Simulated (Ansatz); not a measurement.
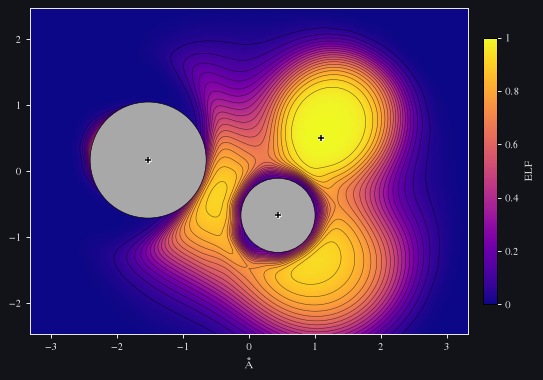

The ELF on a plane through atoms (crosses mark nuclei in the plane; grey discs cover the cores).

Computed with RKS PBE0-D4/def2-TZVPP (Ansatz).

Candidates:
A. H5InN2 (SMILES [NH2][InH][NH2])
B. HLiS (SMILES [Li][SH])
C. CH5ClSi (SMILES C[SiH2]Cl)

**Which candidate gave the map?**

Candidate B: HLiS on the molecular plane, which holds Li, S and H. Li–S (2.14 Å): the ELF peaks at about 0.90 in the valence shell of S, 1.0 Å from its nucleus, and falls to about 0.15 next to Li: a largely ionic contact. S–H (1.34 Å): the ELF climbs to about 1 towards the hydrogen, as it does in any bond to H.
